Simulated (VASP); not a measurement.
Band structure of PtSe2 (1T layered). Level of theory: RPBE GGA, VASP's PBE PAW potentials (set 64) (plane waves; VASP).

Without a dispersion term in the relaxation, distances and binding between the weakly bound layers, chains or molecules are unreliable, and so is what depends on them. Unless said otherwise, spin-orbit coupling is left out, though it shifts the bands of the heavy elements here.

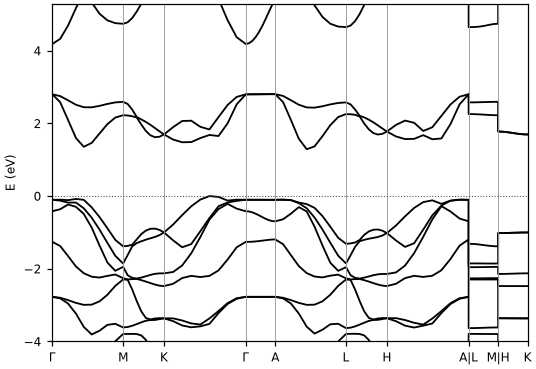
Fig. 1. Bands along high-symmetry lines, zero at the valence-band maximum or, without a gap, the Fermi level

Task: Read the plot: is there a gap, and where are the band edges?

Result: The gap is indirect, 1.29 eV, from the valence maximum at K-Γ at 0.56 to the conduction minimum at A-L at 0.44. (Edges off the drawn lines would not show.)

The compound is PtSe2 in the 1T layered structure. It was relaxed first, which changed the volume by +59 %.
